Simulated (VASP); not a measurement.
Band structure of EuS (rock salt). Method: PBE GGA, VASP's PBE PAW potentials (set 64) (plane waves; VASP).

The 4f electrons are frozen in the core of the lanthanide potential, so 4f levels, which can set the real gap, and their magnetism are missing.

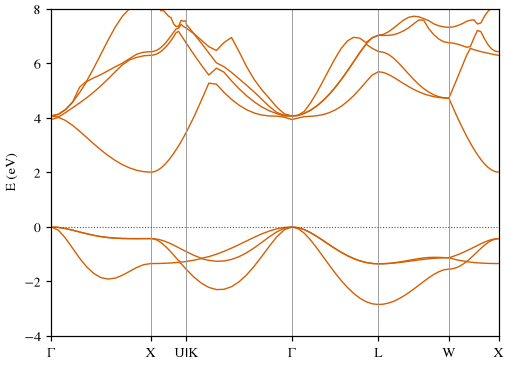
Figure: Bands along high-symmetry lines, zero at the valence-band maximum or, without a gap, the Fermi level

**Question.** Read the plot: is there a gap, and where are the band edges?

**Answer.** The gap is indirect, 2.01 eV, from the valence maximum at Γ to the conduction minimum at X. (Edges off the drawn lines would not show.)

The compound is EuS in the rock salt structure. It was relaxed first.
